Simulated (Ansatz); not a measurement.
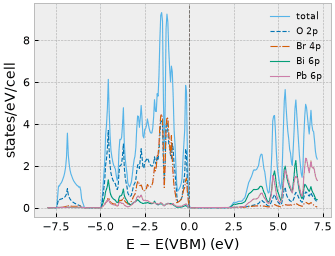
*Total and projected density of states of BiPbBrO2 in space group I4mm (No. 107; Bi on 2a, Pb on 2a, Br on 2a, O on 4b), DFT-r²SCAN+D4 in the program Ansatz with PAW potentials*

Problem. Which orbitals carry the states next to the gap?

Solution. Top 1 eV of the valence band: O 2p 47 %, Br 4p 28 %, Pb 6s 13 %. Bottom 1 eV of the conduction band: Bi 6p 62 %, Pb 6p 11 %, O 2s 7 %, O 2p 5 %. Projections are on Löwdin-orthogonalised atomic valence shells; empty p or d shells of many metals are not among them.

Problem. Where is the tallest occupied peak in this window, and what makes it?

Solution. Near -1.6 eV, about 9.3 states/eV per cell; the largest projected share is Br 4p.

The first step of the workflow began from a Materials Project structure, measured or hypothetical; the Crystallography Open Database copy checked does not list it. Whether it is the stable phase at ambient conditions was not checked. Symmetry was held in the r²SCAN+D4 relaxation; whether a distortion lowers the energy is not shown. Spin–orbit coupling is left out wherever it is not named.

Potentials: the later of the program's two PAW sets.
